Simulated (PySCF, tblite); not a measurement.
# C4H5F3O: a rotation path, then NMR shifts on frames

Aim: move C4H5F3O (`CCC(=O)C(F)(F)F`) away from its starting geometry and see how NMR shifts follow the geometry.

Programs: tblite 0.8.0 and PySCF 2.14.0, with density-fitted response routines of our own. Each step states its level of theory. These are calculated values for one molecule in the gas phase, unless marked as measured. Atoms are numbered from 0 throughout.

**1. Starting geometry**

13 atoms, charge 0, multiplicity 1; geometry from: GFN2-xTB.

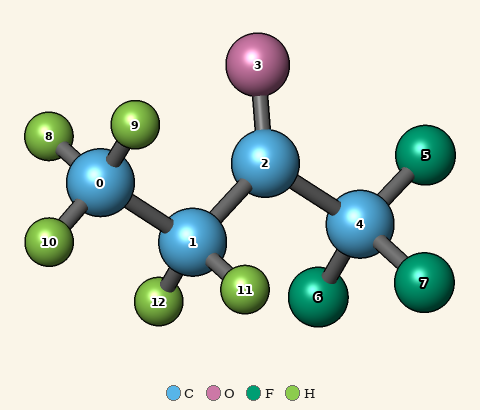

The starting geometry (carbon blue, oxygen pink, fluorine teal, hydrogen green), atoms numbered.

**2. The rotation path with GFN2-xTB**

What the job is given:

```
{"job": {"kind": "neb", "xc": "GFN2-xTB", "basis": "xTB", "atoms": [0, 1, 2, 4], "turn": 120}, "charge": 0, "multiplicity": 1}
C     -1.888257     0.098532    -0.308567
C     -0.598973    -0.251580     0.420978
C      0.603264     0.325433    -0.255225
O      0.630686     0.990536    -1.246743
C      1.930508    -0.033347     0.489137
F      3.007900     0.472506    -0.101142
F      2.094902    -1.365401     0.562964
F      1.909806     0.420115     1.754339
H     -1.859933    -0.280776    -1.326386
H     -2.015574     1.176713    -0.352367
H     -2.739819    -0.336219     0.206221
H     -0.616072     0.119814     1.450332
H     -0.462827    -1.335839     0.481117
```

With the program's defaults for keys left out, this is: GFN2-xTB climbing-image nudged elastic band, gas phase.

Run with:

```bash
$ OMP_NUM_THREADS=1 python probes_run.py task.json out
```

One launch serves the whole session: the jobs run in the order shown.

The program printed:

```text
image   E - E0 / eV
  0      -0.0000
  1       0.0088
  2       0.0308
  3       0.0525
  4       0.0614
  5       0.0546
  6       0.0498
  7       0.0651
  8       0.0403
```

Run time: 9.5 s. Hardware: 1 thread, shared host.

The final band, with the dihedral C0–C1–C2–C4:

```csv
image,dihedral (°),energy (eV),energy (kcal/mol)
0,-180,0.000,0.0
1,-166,0.009,0.2
2,-151,0.031,0.7
3,-136,0.053,1.2
4,-121,0.061,1.4
5,-105,0.055,1.3
6,-89,0.050,1.1
7,-74,0.065,1.5
8,-58,0.040,0.9
```

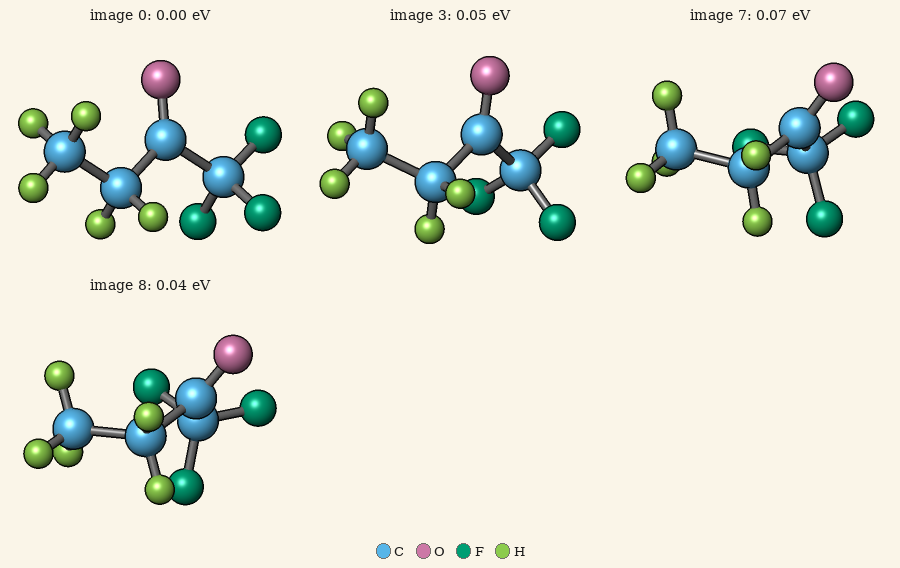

Images along the band.

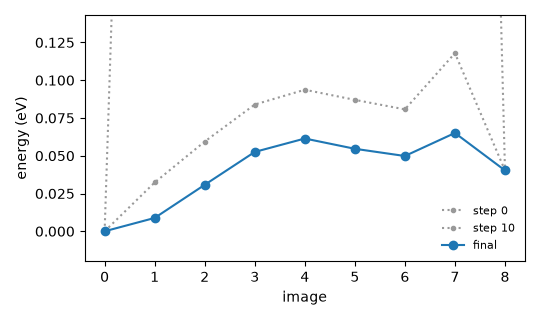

Energy along the band, early and final.

**3. NMR shieldings: image 0, PBE0/pcSseg-1**

What the job is given:

```
{"job": {"kind": "nmr", "xc": "PBE0", "basis": "pcSseg-1", "pop": false}, "charge": 0, "multiplicity": 1}
C     -1.888300     0.098500    -0.308600
C     -0.599000    -0.251600     0.421000
C      0.603300     0.325400    -0.255200
O      0.630700     0.990500    -1.246700
C      1.930500    -0.033300     0.489100
F      3.007900     0.472500    -0.101100
F      2.094900    -1.365400     0.563000
F      1.909800     0.420100     1.754300
H     -1.859900    -0.280800    -1.326400
H     -2.015600     1.176700    -0.352400
H     -2.739800    -0.336200     0.206200
H     -0.616100     0.119800     1.450300
H     -0.462800    -1.335800     0.481100
```

With the program's defaults for keys left out, this is: GIAO PBE0/pcSseg-1 NMR shielding, non-relativistic, gas phase.

The program printed:

```text
coarse grid: 11792 points
cycle   1  E = -529.2749657069  dE =  1.297e+00  |g| = 1.169e+00  |ddm| = 3.172e+00
cycle   2  E = -528.5620895516  dE =  7.129e-01  |g| = 2.333e+00  |ddm| = 2.366e+00
cycle   3  E = -529.5107393040  dE = -9.486e-01  |g| = 2.663e-01  |ddm| = 1.841e+00
cycle   4  E = -529.5213712326  dE = -1.063e-02  |g| = 1.283e-01  |ddm| = 2.596e-01
cycle   5  E = -529.5241170181  dE = -2.746e-03  |g| = 1.596e-02  |ddm| = 9.339e-02
cycle   6  E = -529.5241666586  dE = -4.964e-05  |g| = 5.923e-03  |ddm| = 1.369e-02
cycle   7  E = -529.5241736339  dE = -6.975e-06  |g| = 1.331e-03  |ddm| = 5.172e-03
final grid: 117712 points
cycle   8  E = -529.6008866013  dE = -2.713e-05  |g| = 1.316e-02  |ddm| = 2.385e-02
cycle   9  E = -529.6008018407  dE =  8.476e-05  |g| = 2.522e-02  |ddm| = 2.552e-02
cycle  10  E = -529.6009190006  dE = -1.172e-04  |g| = 2.393e-03  |ddm| = 1.796e-02
cycle  11  E = -529.6009202128  dE = -1.212e-06  |g| = 1.853e-04  |ddm| = 1.716e-03
cycle  12  E = -529.6009202164  dE = -3.597e-09  |g| = 1.149e-04  |ddm| = 1.837e-04
cycle  13  E = -529.6009202182  dE = -1.746e-09  |g| = 2.658e-05  |ddm| = 7.049e-05
cycle  14  E = -529.6009202183  dE = -1.276e-10  |g| = 6.044e-06  |ddm| = 2.518e-05
converged SCF energy = -529.6009202183

GIAO shielding tensors (ppm)
atom      isotropic    diamagn.    paramagn.     s11        s22        s33       span
  0 C      179.044     245.258     -66.214    175.986    176.404    184.742      8.756
  1 C      153.580     254.592    -101.012    131.989    150.271    178.481     46.492
  2 C      -12.743     251.836    -264.579   -119.087     -1.998     82.856    201.943
  3 O     -321.658     399.606    -721.264   -924.567   -430.020    389.613   1314.180
  4 C       61.051     246.133    -185.082     47.282     53.622     82.249     34.967
  5 F      278.154     468.401    -190.248    199.286    288.724    346.451    147.164
  6 F      259.293     474.030    -214.738    173.656    254.524    349.697    176.041
  7 F      259.308     473.711    -214.403    173.731    254.558    349.634    175.903
  8 H       30.469      29.377       1.092     26.272     28.160     36.974     10.701
  9 H       30.468      29.249       1.218     26.271     28.153     36.979     10.708
 10 H       30.684      28.193       2.491     25.847     28.393     37.811     11.964
 11 H       28.830      31.284      -2.454     23.652     29.687     33.152      9.499
 12 H       28.827      31.472      -2.644     23.646     29.682     33.153      9.507
```

Run time: 46 s. Hardware: 1 thread, shared host.

Shifts follow as δ = σ(reference) − σ, with reference shieldings (ppm) from runs at the same level and on the same kind of geometry: 1H TMS 31.72, 13C TMS 186.9, 19F CFCl3 170.9, 17O H2O 336.1. The references are single molecules in the gas phase, so shifts against H2O, NH3, PH3, H3PO4 or CFCl3 are not on the usual liquid scales and can be off by tens of ppm. Each atom is listed at this fixed geometry, with no averaging over motion; a spectrum would average atoms that exchange fast.

```csv
atoms,environment,σ (ppm),δ (ppm)
C2,ketone carbonyl carbon,-12.7,199.7
C4,CF3 carbon,61.1,125.9
C1,sp3 CH2 α to a carbonyl,153.6,33.3
C0,methyl carbon,179.0,7.9
H12,hydrogen on an sp3 CH2 α to a carbonyl,28.83,2.89
H11,hydrogen on an sp3 CH2 α to a carbonyl,28.83,2.89
H9,hydrogen on a methyl carbon,30.47,1.25
H8,hydrogen on a methyl carbon,30.47,1.25
H10,hydrogen on a methyl carbon,30.68,1.03
O3,ketone oxygen,-321.7,657.7
F6,fluorine of a CF3 group,259.3,-88.3
F7,fluorine of a CF3 group,259.3,-88.4
F5,fluorine of a CF3 group,278.2,-107.2
```

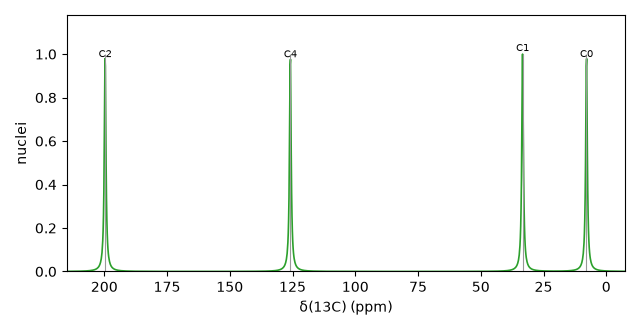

13C lines at the computed shifts, without couplings. Lines are broadened to a width of 0.77 ppm (Lorentzian).

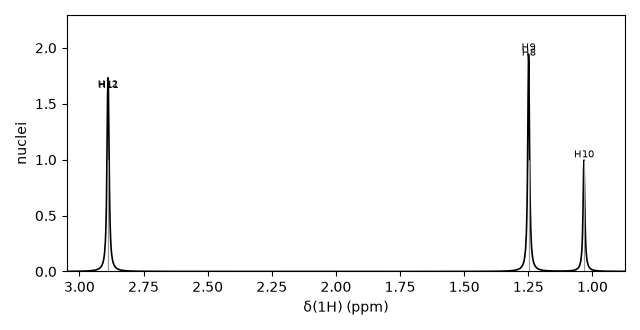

1H lines at the computed shifts, without couplings. Lines are broadened to a width of 0.01 ppm (Lorentzian).

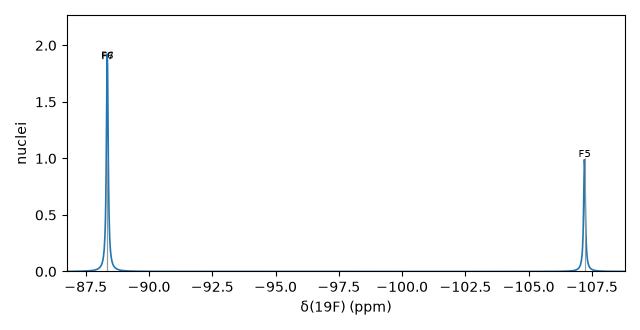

19F lines at the computed shifts, without couplings. Lines are broadened to a width of 0.08 ppm (Lorentzian).

**4. Shielding tensors: image 3, PBE0/pcSseg-1**

What the job is given:

```
{"job": {"kind": "nmr", "xc": "PBE0", "basis": "pcSseg-1", "pop": false}, "charge": 0, "multiplicity": 1}
C     -1.788600    -0.090800    -0.387800
C     -0.633900     0.011200     0.608900
C      0.582900     0.603400    -0.036200
O      0.623300     1.539600    -0.776400
C      1.888700    -0.161200     0.349300
F      2.985300     0.344000    -0.204800
F      1.801000    -1.448700    -0.026400
F      2.066900    -0.159900     1.681400
H     -1.513400    -0.740000    -1.215200
H     -2.034500     0.890000    -0.784200
H     -2.663300    -0.506400     0.103600
H     -0.917200     0.683400     1.425000
H     -0.401800    -0.964100     1.037400
```

Level: GIAO PBE0/pcSseg-1 NMR shielding, non-relativistic, gas phase.

The program printed:

```text
coarse grid: 11792 points
cycle   1  E = -529.2744234398  dE =  1.290e+00  |g| = 1.166e+00  |ddm| = 3.142e+00
cycle   2  E = -528.5661315487  dE =  7.083e-01  |g| = 2.327e+00  |ddm| = 2.368e+00
cycle   3  E = -529.5078865095  dE = -9.418e-01  |g| = 2.689e-01  |ddm| = 1.842e+00
cycle   4  E = -529.5188782919  dE = -1.099e-02  |g| = 1.279e-01  |ddm| = 2.590e-01
cycle   5  E = -529.5216091040  dE = -2.731e-03  |g| = 1.633e-02  |ddm| = 9.104e-02
cycle   6  E = -529.5216613076  dE = -5.220e-05  |g| = 5.975e-03  |ddm| = 1.418e-02
cycle   7  E = -529.5216682837  dE = -6.976e-06  |g| = 1.382e-03  |ddm| = 5.099e-03
final grid: 117712 points
cycle   8  E = -529.5984827124  dE = -2.661e-05  |g| = 1.342e-02  |ddm| = 2.427e-02
cycle   9  E = -529.5983913750  dE =  9.134e-05  |g| = 2.603e-02  |ddm| = 2.597e-02
cycle  10  E = -529.5985164761  dE = -1.251e-04  |g| = 2.345e-03  |ddm| = 1.828e-02
cycle  11  E = -529.5985176153  dE = -1.139e-06  |g| = 2.053e-04  |ddm| = 1.670e-03
cycle  12  E = -529.5985176198  dE = -4.469e-09  |g| = 1.197e-04  |ddm| = 1.865e-04
cycle  13  E = -529.5985176218  dE = -1.986e-09  |g| = 2.943e-05  |ddm| = 7.701e-05
cycle  14  E = -529.5985176219  dE = -1.562e-10  |g| = 5.715e-06  |ddm| = 2.471e-05
converged SCF energy = -529.5985176219

GIAO shielding tensors (ppm)
atom      isotropic    diamagn.    paramagn.     s11        s22        s33       span
  0 C      175.553     246.164     -70.611    166.593    173.391    186.675     20.082
  1 C      153.669     253.027     -99.358    135.071    151.605    174.332     39.261
  2 C      -13.842     251.062    -264.904   -120.197     -4.149     82.818    203.015
  3 O     -318.951     399.273    -718.224   -903.577   -448.221    394.946   1298.523
  4 C       61.277     246.589    -185.312     47.317     54.283     82.233     34.916
  5 F      279.547     468.231    -188.684    200.992    292.117    345.533    144.541
  6 F      262.134     475.037    -212.903    174.318    259.338    352.744    178.426
  7 F      260.911     473.450    -212.539    176.555    258.222    347.956    171.401
  8 H       30.738      29.834       0.904     26.204     29.339     36.670     10.466
  9 H       29.957      29.318       0.638     25.350     28.229     36.291     10.941
 10 H       30.576      28.408       2.168     26.112     27.920     37.697     11.586
 11 H       29.352      30.130      -0.777     25.230     28.519     34.308      9.077
 12 H       28.692      31.940      -3.248     24.799     28.260     33.017      8.217
```

It took 45 s on 1 thread, shared host.

Key values: δ C2 200.8, C4 125.6, C1 33.3, C0 11.4, H12 3.02, H11 2.36 ppm.

**5. Nuclear shieldings: image 7, PBE0/pcSseg-1**

What the job is given:

```
{"job": {"kind": "nmr", "xc": "PBE0", "basis": "pcSseg-1", "pop": false}, "charge": 0, "multiplicity": 1}
C     -1.496200    -0.375900    -0.334600
C     -0.724900     0.362700     0.767500
C      0.591600     0.866700     0.262700
O      0.878400     2.003200     0.030700
C      1.668000    -0.252500     0.068700
F      2.842600     0.240200    -0.312500
F      1.314900    -1.171800    -0.842600
F      1.859800    -0.912800     1.224100
H     -0.954200    -1.247700    -0.686400
H     -1.675100     0.286800    -1.177300
H     -2.452700    -0.706100     0.059800
H     -1.306700     1.221000     1.107200
H     -0.549700    -0.313300     1.607200
```

Level: GIAO PBE0/pcSseg-1 NMR shielding, non-relativistic, gas phase.

The program printed:

```text
coarse grid: 11792 points
cycle   1  E = -529.2743181697  dE =  1.290e+00  |g| = 1.163e+00  |ddm| = 3.126e+00
cycle   2  E = -528.5784004579  dE =  6.959e-01  |g| = 2.314e+00  |ddm| = 2.349e+00
cycle   3  E = -529.5061871178  dE = -9.278e-01  |g| = 2.696e-01  |ddm| = 1.825e+00
cycle   4  E = -529.5174626163  dE = -1.128e-02  |g| = 1.274e-01  |ddm| = 2.560e-01
cycle   5  E = -529.5201844702  dE = -2.722e-03  |g| = 1.770e-02  |ddm| = 9.197e-02
cycle   6  E = -529.5202469527  dE = -6.248e-05  |g| = 6.126e-03  |ddm| = 1.481e-02
cycle   7  E = -529.5202541516  dE = -7.199e-06  |g| = 1.379e-03  |ddm| = 5.132e-03
final grid: 117712 points
cycle   8  E = -529.5968203499  dE = -2.944e-05  |g| = 1.300e-02  |ddm| = 2.300e-02
cycle   9  E = -529.5967314743  dE =  8.888e-05  |g| = 2.548e-02  |ddm| = 2.487e-02
cycle  10  E = -529.5968522414  dE = -1.208e-04  |g| = 2.139e-03  |ddm| = 1.770e-02
cycle  11  E = -529.5968531834  dE = -9.420e-07  |g| = 2.451e-04  |ddm| = 1.530e-03
cycle  12  E = -529.5968531918  dE = -8.332e-09  |g| = 1.116e-04  |ddm| = 2.162e-04
cycle  13  E = -529.5968531934  dE = -1.630e-09  |g| = 3.411e-05  |ddm| = 7.139e-05
cycle  14  E = -529.5968531936  dE = -2.095e-10  |g| = 5.903e-06  |ddm| = 2.768e-05
converged SCF energy = -529.5968531936

GIAO shielding tensors (ppm)
atom      isotropic    diamagn.    paramagn.     s11        s22        s33       span
  0 C      173.967     247.660     -73.693    166.020    169.807    186.075     20.055
  1 C      151.106     251.997    -100.891    131.149    144.339    177.832     46.683
  2 C      -12.362     251.002    -263.364   -121.635     -1.191     85.740    207.375
  3 O     -337.472     396.865    -734.337   -926.328   -440.405    354.317   1280.645
  4 C       61.181     244.533    -183.352     46.831     54.494     82.218     35.387
  5 F      272.349     468.434    -196.085    193.189    280.667    343.191    150.002
  6 F      251.382     475.437    -224.055    175.258    241.547    337.341    162.083
  7 F      257.240     473.749    -216.509    170.320    252.218    349.183    178.863
  8 H       29.733      30.330      -0.597     24.306     30.120     34.772     10.466
  9 H       30.577      29.892       0.685     26.750     28.206     36.775     10.025
 10 H       30.365      28.699       1.667     26.188     27.371     37.536     11.348
 11 H       29.296      30.219      -0.923     25.416     27.920     34.552      9.136
 12 H       28.734      30.616      -1.882     25.124     28.633     32.444      7.320
```

Run time: 46 s. Hardware: 1 thread, shared host.

This run: δ C2 199.3, C4 125.7, C1 35.8, C0 13.0, H12 2.98, H11 2.42 ppm.

**6. Shielding tensors: image 8, PBE0/pcSseg-1**

What the job is given:

```
{"job": {"kind": "nmr", "xc": "PBE0", "basis": "pcSseg-1", "pop": false}, "charge": 0, "multiplicity": 1}
C     -1.428400    -0.483000    -0.217000
C     -0.733500     0.460300     0.770000
C      0.601200     0.916100     0.270200
O      0.943800     2.045800     0.082800
C      1.606400    -0.242600    -0.031300
F      2.871100     0.162600     0.068400
F      1.434200    -0.721000    -1.273200
F      1.455000    -1.279000     0.808900
H     -0.879000    -1.412600    -0.334700
H     -1.528200    -0.011000    -1.191100
H     -2.421300    -0.719900     0.154900
H     -1.344900     1.346200     0.947800
H     -0.580900    -0.061500     1.718800
```

Method: GIAO PBE0/pcSseg-1 NMR shielding, non-relativistic, gas phase.

The program printed:

```text
coarse grid: 11792 points
cycle   1  E = -529.2744973211  dE =  1.291e+00  |g| = 1.164e+00  |ddm| = 3.127e+00
cycle   2  E = -528.5800980538  dE =  6.944e-01  |g| = 2.312e+00  |ddm| = 2.354e+00
cycle   3  E = -529.5063801311  dE = -9.263e-01  |g| = 2.712e-01  |ddm| = 1.831e+00
cycle   4  E = -529.5178978492  dE = -1.152e-02  |g| = 1.263e-01  |ddm| = 2.596e-01
cycle   5  E = -529.5205747292  dE = -2.677e-03  |g| = 1.807e-02  |ddm| = 9.290e-02
cycle   6  E = -529.5206399099  dE = -6.518e-05  |g| = 6.148e-03  |ddm| = 1.517e-02
cycle   7  E = -529.5206471231  dE = -7.213e-06  |g| = 1.366e-03  |ddm| = 5.070e-03
final grid: 117712 points
cycle   8  E = -529.5974728440  dE = -3.249e-05  |g| = 1.348e-02  |ddm| = 2.633e-02
cycle   9  E = -529.5973798301  dE =  9.301e-05  |g| = 2.617e-02  |ddm| = 2.589e-02
cycle  10  E = -529.5975070376  dE = -1.272e-04  |g| = 2.387e-03  |ddm| = 1.835e-02
cycle  11  E = -529.5975081907  dE = -1.153e-06  |g| = 2.438e-04  |ddm| = 1.707e-03
cycle  12  E = -529.5975081985  dE = -7.777e-09  |g| = 1.123e-04  |ddm| = 2.196e-04
cycle  13  E = -529.5975082002  dE = -1.728e-09  |g| = 3.476e-05  |ddm| = 7.422e-05
cycle  14  E = -529.5975082005  dE = -2.332e-10  |g| = 5.190e-06  |ddm| = 2.922e-05
converged SCF energy = -529.5975082005

GIAO shielding tensors (ppm)
atom      isotropic    diamagn.    paramagn.     s11        s22        s33       span
  0 C      175.331     248.331     -73.000    168.449    173.075    184.469     16.020
  1 C      149.923     251.805    -101.882    129.865    143.310    176.594     46.729
  2 C      -13.817     250.570    -264.387   -120.920     -3.490     82.959    203.880
  3 O     -337.367     396.523    -733.890   -922.514   -441.267    351.681   1274.196
  4 C       62.058     244.333    -182.275     46.104     56.440     83.631     37.528
  5 F      268.716     468.433    -199.717    192.604    267.949    345.595    152.991
  6 F      246.980     474.613    -227.632    162.564    248.147    330.230    167.667
  7 F      263.853     475.094    -211.241    176.213    255.008    360.337    184.125
  8 H       29.931      30.606      -0.675     25.369     30.006     34.419      9.050
  9 H       30.584      30.226       0.358     27.139     27.957     36.656      9.517
 10 H       30.312      28.695       1.616     25.916     27.461     37.557     11.641
 11 H       29.260      30.150      -0.890     25.015     28.267     34.500      9.485
 12 H       28.794      30.247      -1.453     25.587     27.979     32.817      7.230
```

Run time: 43 s. Hardware: 1 thread, shared host.

In short: δ C2 200.7, C4 124.9, C1 37.0, C0 11.6, H12 2.92, H11 2.46 ppm.

**7. Side by side: NMR shifts**

Shifts (ppm) of some atoms, chosen among heavy atoms and hydrogens apart, with basis size and wall time:

```csv
frame,C0,H9,H8,O3,F6,F7,F5,functions,time
image 0,7.9,1.25,1.25,657.7,-88.3,-88.4,-107.2,161,46 s
image 3,11.4,1.76,0.98,655.0,-91.2,-90.0,-108.6,161,45 s
image 7,13.0,1.14,1.98,673.6,-80.4,-86.3,-101.4,161,46 s
image 8,11.6,1.13,1.79,673.4,-76.0,-92.9,-97.8,161,43 s
```

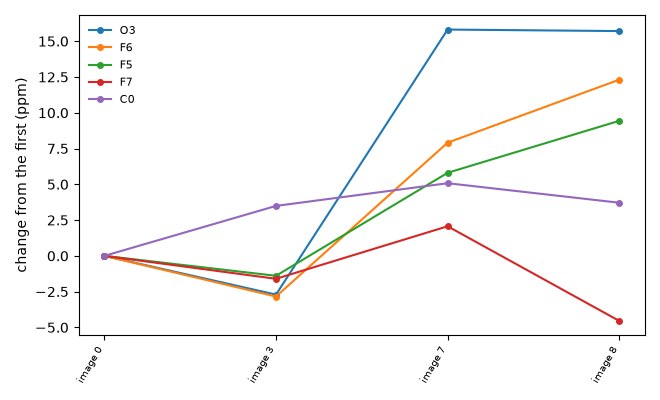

How five of the tabulated atoms move from run to run.

**8. What came out**

```
                                         quantity                               value
                                          barrier  0.065 eV (1.5 kcal/mol) at image 7
                            end to end (GFN2-xTB)                            0.040 eV
  13C shifts against TMS (PBE0/pcSseg-1, image 0)         199.7, 125.9, 33.3, 7.9 ppm
   1H shifts against TMS (PBE0/pcSseg-1, image 0)    2.89, 2.89, 1.25, 1.25, 1.03 ppm
  17O shifts against H2O (PBE0/pcSseg-1, image 0)                           657.7 ppm
19F shifts against CFCl3 (PBE0/pcSseg-1, image 0)            -88.3, -88.4, -107.2 ppm
                         range of the shift of O3                  655.0 to 673.6 ppm
```

Along the band the dihedral turns by 122°, and the top (dihedral -74°) lies 1.5 kcal/mol above the start (GFN2-xTB, rough), so at room temperature this motion is fast. Ends this close can change order at a higher level. The top was not checked by a frequency run. Shifts at one fixed geometry are not the observed spectrum, which averages over the motion. In the first frame run (image 0): The widest tensor belongs to O3: span 1314 ppm, with a paramagnetic part of -721 ppm. In ppm, O3 moves most: its shift spreads over 18.5 ppm, from 655.0 (image 3) to 673.6 (image 7).
